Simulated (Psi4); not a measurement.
# BHO2 (SMILES O=BO): wB97M-V/def2-TZVPP

Aim: the vertical ionisation energy of BHO2 at wB97M-V/def2-TZVPP, from 2 runs. Input form: a Python script.

The results are computed with Psi4 1.11.

1 further run of the same task is left out (set aside as unsound or not needed).

### 1 The molecule

BHO2: 4 atoms, total charge 0, spin state singlet. As SMILES, `O=BO`. Geometry: relaxed at PBE0-D4/def2-TZVP.

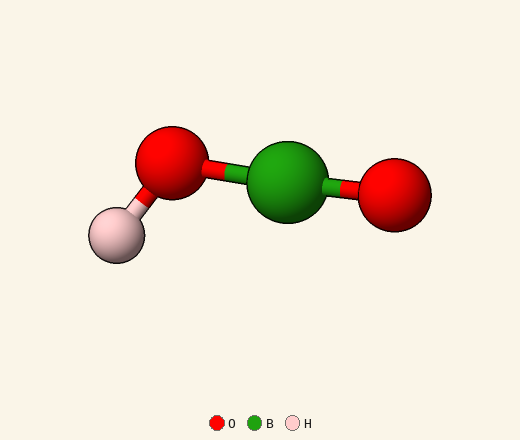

The structure, seen from a chosen angle (oxygen red, boron green, hydrogen pink).

### 2 A single-point energy at wB97M-V/def2-TZVPP

File bho2.xyz:

```xyz
4
BHO2
O     -1.555100     0.523500     0.428500
B     -0.423900     0.132000     0.248600
O      0.816700    -0.302000     0.108600
H      1.162300    -0.353500    -0.785700
```

File calc.py:

```python
import psi4

psi4.set_memory('1600 MB')
psi4.set_num_threads(1)
psi4.core.set_output_file('run.log', False)

with open('bho2.xyz') as f:
    atoms = ''.join(f.readlines()[2:])
molecule = psi4.geometry('0 1\n' + atoms + 'symmetry c1')

psi4.set_options({
    'basis': 'def2-TZVPP',
    'puream': True,
    'e_convergence': 1e-09,
    'd_convergence': 1e-08,
    'scf_type': 'pk',
    'dft_radial_points': 99,
    'dft_spherical_points': 590,
})

e = psi4.energy("wb97m-v", molecule=molecule)
print('E =', round(e, 9))
```

Launch:

```console
$ python calc.py
```

run.log:

```text
[...]
  Running in c1 symmetry.
[...]
  Nuclear repulsion =   54.005576575383920
[...]
  Multiplicity = 1
[...]
  Nalpha       = 11
  Nbeta        = 11
[...]
    Number of basis functions: 107
[...]
   @RKS iter   1:  -175.76715995819418   -7.28091e-01   7.87642e-03 DIIS/ADIIS
[...]
   @RKS iter  11:  -176.01485097935085   -1.77920e-11   6.87903e-09 DIIS
[...]
    Orbital Energies [Eh]
    ---------------------
    Doubly Occupied:
       1A    -19.407658     2A    -19.315048     3A     -6.957265
       4A     -1.219545     5A     -1.101952     6A     -0.732106
       7A     -0.575004     8A     -0.544522     9A     -0.518275
      10A     -0.445039    11A     -0.433906
[...]
  @RKS Final Energy:  -176.01485097935085
   => Energetics <=
    Nuclear Repulsion Energy =             54.0055765753839196
    One-Electron Energy =                -347.7541616089686727
    Two-Electron Energy =                 133.2773564182064092
    DFT Exchange-Correlation Energy =     -15.6353563170483341
    Empirical Dispersion Energy =           0.0000000000000000
    VV10 Nonlocal Energy =                  0.0917339530757818
    Total Energy =                       -176.0148509793508538
[...]
 Multipole Moments:
 ------------------------------------------------------------------------------------
     Multipole            Electronic (a.u.)      Nuclear  (a.u.)        Total (a.u.)
 ------------------------------------------------------------------------------------
 L = 1.  Multiply by 2.5417464519 to convert [e a0] to [Debye]
 Dipole X            :         -0.2413811            1.4880401            1.2466590
 Dipole Y            :          0.0721748           -0.4555203           -0.3833456
 Dipole Z            :          0.1782816           -0.9694934           -0.7912118
 Magnitude           :                                                    1.5254929
[...]
```

Standard output:

```text
E = -176.014850979
```

Run time: 35 s. Hardware: 1 thread of Intel Xeon 6975P-C (Granite Rapids), shared host; peak memory 0.73 GiB.

### 3 The doublet cation, same level

bho2.xyz is that of step 2.

File calc.py:

```python
import psi4

psi4.set_memory(1600000000)
psi4.set_num_threads(1)
psi4.set_output_file('output.dat', False)

with open('bho2.xyz') as f:
    atoms = ''.join(f.readlines()[2:])
geom = psi4.geometry('1 2\n' + atoms + 'symmetry c1')

options = {'basis': 'def2-TZVPP', 'reference': 'uks', 'puream': True, 'e_convergence': 1e-09, 'd_convergence': 1e-08, 'scf_type': 'pk', 'dft_radial_points': 99, 'dft_spherical_points': 590, 'maxiter': 100}
psi4.set_options(options)

energy_value, wavefunction = psi4.energy('WB97M-V', molecule=geom, return_wfn=True)
print(f'total energy {energy_value:.8f} hartree = {energy_value * 27.211386:.5f} eV')
for k, v in sorted(psi4.core.scalar_variables().items()):
    print(f'{k:45s} {v:18.10f}')
```

Launch:

```console
$ python calc.py
```

output.dat:

```text
[...]
  Running in c1 symmetry.
[...]
  Nuclear repulsion =   54.005576575383920
[...]
  Multiplicity = 2
[...]
  Nalpha       = 11
  Nbeta        = 10
[...]
    Number of basis functions: 107
[...]
   @UKS iter   1:  -175.45064202975692   -4.11573e-01   4.67953e-03 ADIIS/DIIS
[...]
   @UKS iter  14:  -175.56301123681379   -2.16289e-11   7.95408e-09 DIIS
[...]
   @S^2 Observed:                7.604847881E-01
[...]
    Orbital Energies [Eh]
    ---------------------
    Alpha Occupied:
       1A    -19.753541     2A    -19.721918     3A     -7.322651
       4A     -1.533243     5A     -1.517827     6A     -1.023000
       7A     -0.916510     8A     -0.906909     9A     -0.877271
      10A     -0.823197    11A     -0.815047
    Alpha Virtual:
      12A     -0.197689    13A     -0.167693    14A     -0.159369
      15A     -0.098448    16A     -0.037284    17A     -0.035767
      18A      0.008284    19A      0.026371    20A      0.166943
      21A      0.182098    22A      0.209836    23A      0.249699
      24A      0.262315    25A      0.272048    26A      0.354104
[...]
  @UKS Final Energy:  -175.56301123681379
   => Energetics <=
    Nuclear Repulsion Energy =             54.0055765753839196
    One-Electron Energy =                -340.1085079722535056
    Two-Electron Energy =                 125.9023996400312058
    DFT Exchange-Correlation Energy =     -15.4512536048305815
    Empirical Dispersion Energy =           0.0000000000000000
    VV10 Nonlocal Energy =                  0.0887741248551445
    Total Energy =                       -175.5630112368137929
[...]
 Multipole Moments:
 ------------------------------------------------------------------------------------
     Multipole            Electronic (a.u.)      Nuclear  (a.u.)        Total (a.u.)
 ------------------------------------------------------------------------------------
 L = 1.  Multiply by 2.5417464519 to convert [e a0] to [Debye]
 Dipole X            :         -0.9179156            1.4880401            0.5701245
 Dipole Y            :          0.3108514           -0.4555203           -0.1446689
 Dipole Z            :          0.2299394           -0.9694934           -0.7395540
 Magnitude           :                                                    0.9449397
[...]
```

On the terminal:

```text
total energy -175.56301124 hartree = -4777.31287 eV
CURRENT ENERGY                                   -175.5630112368
CURRENT REFERENCE ENERGY                         -175.5630112368
DD SOLVATION ENERGY                                 0.0000000000
DFT FUNCTIONAL TOTAL ENERGY                      -175.5630112368
DFT TOTAL ENERGY                                 -175.5630112368
DFT VV10 ENERGY                                     0.0887741249
DFT XC ENERGY                                     -15.4512536048
GRID ELECTRONS ALPHA                               11.0000000199
GRID ELECTRONS BETA                                10.0000000152
GRID ELECTRONS TOTAL                               21.0000000351
NUCLEAR REPULSION ENERGY                           54.0055765754
ONE-ELECTRON ENERGY                              -340.1085079723
PCM POLARIZATION ENERGY                             0.0000000000
PE ENERGY                                           0.0000000000
SCF ITERATION ENERGY                             -175.5630112368
SCF ITERATIONS                                     14.0000000000
SCF TOTAL ENERGY                                 -175.5630112368
TWO-ELECTRON ENERGY                               125.9023996400
XC GRID RADIAL POINTS                              99.0000000000
XC GRID SPHERICAL POINTS                          590.0000000000
XC GRID TOTAL POINTS                           226588.0000000000
```

Wall time 51 s (1 thread of Intel Xeon 6975P-C (Granite Rapids), shared host); peak memory 0.74 GiB.

### 4 What came out

At wB97M-V/def2-TZVPP:

| quantity | value |
| --- | --- |
| singlet BHO2: total energy | -176.01485 Eh |
| singlet BHO2: dipole moment | 3.88 D |
| singlet BHO2: HOMO energy | -11.81 eV |
| singlet BHO2: LUMO energy | 0.94 eV |
| singlet BHO2: HOMO–LUMO gap | 12.75 eV |
| doublet cation: total energy | -175.56301 Eh |
| doublet cation: HOMO energy (highest over α and β) | -21.79 eV |
| doublet cation: LUMO energy (lowest over α and β) | -12.79 eV |
| doublet cation: ⟨S²⟩ | 0.760 |
| vertical ionisation energy (to the doublet cation) | 12.295 eV |

The vertical ionisation energy comes to 12.30 eV (1186 kJ/mol). −ε(HOMO) before ionisation, 11.81 eV, is 0.49 eV below this ionisation energy.
